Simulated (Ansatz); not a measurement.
GaP: alloy series

Base system: GaP in the zinc blende structure (space group F-43m, No. 216).

```yaml
crystal:
  lattice:
    - [0.00000, 2.72569, 2.72569]
    - [2.72569, 0.00000, 2.72569]
    - [2.72569, 2.72569, 0.00000]
  atoms:
    - { symbol: P, position: [0.75000, 0.75000, 0.75000] }
    - { symbol: Ga, position: [0.00000, 0.00000, 0.00000] }
```

The other end (x = 1) is InP in the zinc blende structure (space group F-43m, No. 216): 25.76 Å³/atom, gap 1.03 eV.

In replaces a fraction x of Ga; each row is one arrangement (x, atoms in the cell, starting space group or random), fully relaxed.

Computed with r2SCAN, PAW, 500 eV (Ansatz, a program for electronic structure; no SOC).

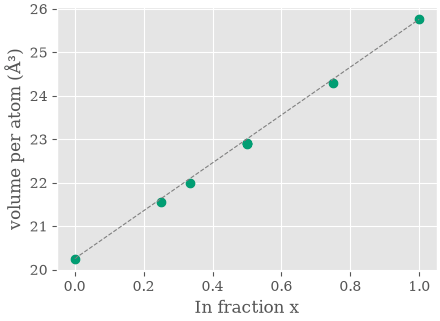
Volume per atom against In fraction x; the dashed line joins the ends

Q: From the plot, what is the volume per atom for x(In) = 0.75, 8 atoms, Pmm2?

A: About 24.3 Å³.

These are small ordered cells, not random alloys; other orderings at the same x differ. Semilocal Kohn–Sham gaps tend to fall short of experiment. Whether these cells are dynamically stable was not tested.
